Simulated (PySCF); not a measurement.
**NMR shielding calculation of Si4H10**

The run: NMR shielding calculation of Si4H10 (tetrasilane), SMILES [SiH3][SiH2][SiH2][SiH3]. Method and program: GIAO PBE0/cc-pVDZ NMR shielding, non-relativistic, gas phase (PySCF 2.14.0).

The geometry comes from this level: PBE0-D3(BJ)/def2-SVP. Figures and captions count atoms from 1; the log counts them from 0 in places.

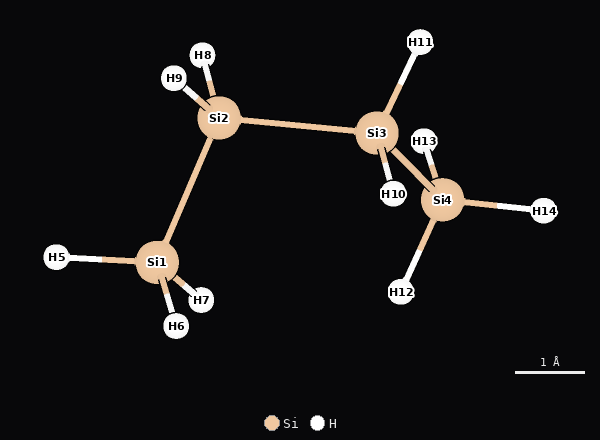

*The structure (ball-and-stick view, seen at a tilt; atoms are numbered from 1 in the order of the input).*

Bond lengths as drawn: H–Si 1.50 Å and Si–Si 2.35 Å.

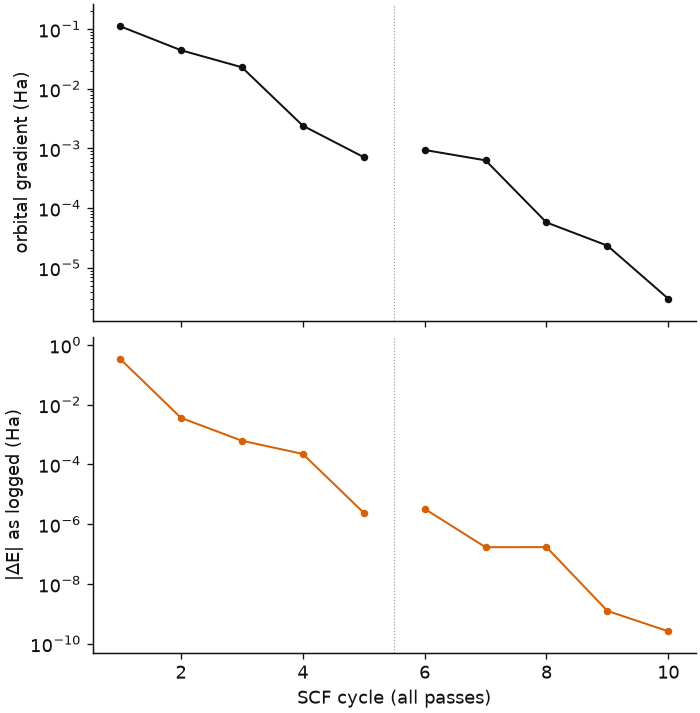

*Convergence of the self-consistent field: orbital gradient and size of the energy change against the SCF cycle. The dotted line marks the change from a coarse to the final integration grid.*

The first 5 cycles use a coarse grid, the final grid takes over at cycle 6, and the field converges after 10 cycles in all.

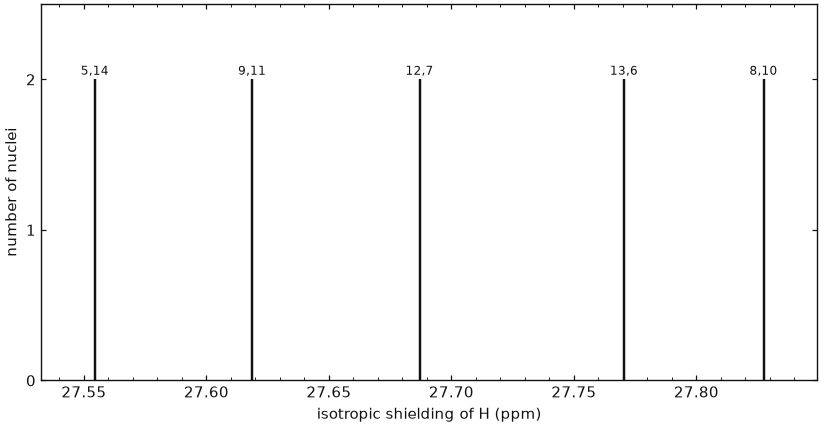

*Isotropic shieldings of the hydrogen nuclei in this fixed geometry, labelled by atom number; shielding grows to the right, so chemical shift grows to the left.*

The least shielded is H5 (27.6 ppm), the most shielded H10 (27.8 ppm).

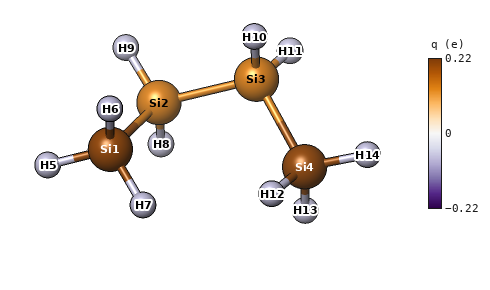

*Hirshfeld charges, as the colour of each atom (ball-and-stick view, seen at a tilt; atoms are numbered from 1 in the order of the input).*

By element: Si +0.14 to +0.21 and H −0.07 e.

The input and output of the run follow.

**Input**
```
{"job": {"kind": "nmr", "xc": "PBE0", "basis": "cc-pVDZ", "pop": true}, "charge": 0, "multiplicity": 1}
Si     1.991801     1.031695     0.844348
Si     1.285089    -0.918902    -0.250793
Si    -0.975781    -1.293533     0.251850
Si    -2.219729     0.591012    -0.383625
H      3.432653     1.318904     0.566569
H      1.803143     0.876078     2.319813
H      1.169433     2.190399     0.377696
H      1.437174    -0.741224    -1.730156
H      2.124704    -2.082199     0.178068
H     -1.119356    -1.506854     1.727496
H     -1.486929    -2.509635    -0.456552
H     -1.726651     1.789207     0.363332
H     -2.044895     0.837140    -1.848497
H     -3.674634     0.405529    -0.093139
```

The first line tells a small driver script what to run in PySCF; the rest is the geometry in Å.

Run as:
```bash
OMP_NUM_THREADS=1 python <driver script> task.json out
```

**Output**
```
coarse grid: 12696 points
cycle   1  E = -1163.4373401429  dE = -3.408e-01  |g| = 1.116e-01  |ddm| = 6.064e+00
cycle   2  E = -1163.4409460991  dE = -3.606e-03  |g| = 4.421e-02  |ddm| = 5.292e-01
cycle   3  E = -1163.4415619191  dE = -6.158e-04  |g| = 2.292e-02  |ddm| = 1.827e-01
cycle   4  E = -1163.4417851066  dE = -2.232e-04  |g| = 2.405e-03  |ddm| = 7.058e-02
cycle   5  E = -1163.4417874982  dE = -2.392e-06  |g| = 7.149e-04  |ddm| = 8.345e-03
final grid: 101424 points
cycle   6  E = -1163.4614887783  dE = -3.236e-06  |g| = 9.424e-04  |ddm| = 1.668e-02
cycle   7  E = -1163.4614889468  dE = -1.685e-07  |g| = 6.310e-04  |ddm| = 5.270e-03
cycle   8  E = -1163.4614891162  dE = -1.694e-07  |g| = 5.748e-05  |ddm| = 2.205e-03
cycle   9  E = -1163.4614891174  dE = -1.242e-09  |g| = 2.348e-05  |ddm| = 1.960e-04
cycle  10  E = -1163.4614891177  dE = -2.574e-10  |g| = 3.027e-06  |ddm| = 5.610e-05
converged SCF energy = -1163.4614891177

GIAO shielding tensors (ppm)
atom      isotropic    diamagn.    paramagn.     s11        s22        s33       span
  0 Si     509.191     882.219    -373.028    504.386    508.253    514.934     10.548
  1 Si     515.947     883.415    -367.468    509.654    517.330    520.858     11.204
  2 Si     515.953     883.389    -367.435    509.666    517.438    520.757     11.092
  3 Si     509.219     882.264    -373.045    504.508    508.179    514.970     10.462
  4 H       27.554      28.384      -0.831     24.131     24.836     33.693      9.562
  5 H       27.770      29.535      -1.765     24.444     25.933     32.935      8.491
  6 H       27.687      30.411      -2.724     23.737     27.026     32.299      8.562
  7 H       27.827      30.099      -2.272     24.636     25.480     33.365      8.729
  8 H       27.618      29.070      -1.452     24.015     25.013     33.827      9.813
  9 H       27.828      29.941      -2.113     24.638     25.490     33.355      8.717
 10 H       27.619      29.122      -1.503     24.009     25.015     33.833      9.824
 11 H       27.687      30.373      -2.686     23.737     27.023     32.300      8.562
 12 H       27.770      29.713      -1.943     24.443     25.932     32.936      8.493
 13 H       27.555      28.383      -0.828     24.134     24.838     33.694      9.560
```

**Summary**

| quantity | value |
| --- | --- |
| outcome | converged |
| total energy | −1163.461489 hartree |
| HOMO | −7.87 eV |
| LUMO | −0.08 eV |
| dipole moment | 0.12 D |
| isotropic shielding, Si | 509.2 to 516.0 ppm |
| isotropic shielding, H | 27.6 to 27.8 ppm |
| hardware | 1 CPU thread, shared host |
| wall time | 9.4 s |
| peak memory | 0.66 GiB |
